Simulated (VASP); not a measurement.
Band structure of W (bcc). Level of theory: r2SCAN+rVV10, VASP's PBE PAW potentials (set 64) (plane waves; VASP).

Unless said otherwise, spin-orbit coupling is left out, though it shifts the bands of the heavy elements here.

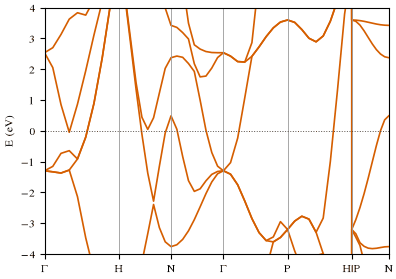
Bands along high-symmetry lines, zero at the valence-band maximum or, without a gap, the Fermi level

Task: Read the plot: is there a gap, and where are the band edges?

Result: It has no gap at this level: it comes out as a metal or semimetal.

The compound is W in the bcc structure. It was relaxed first.
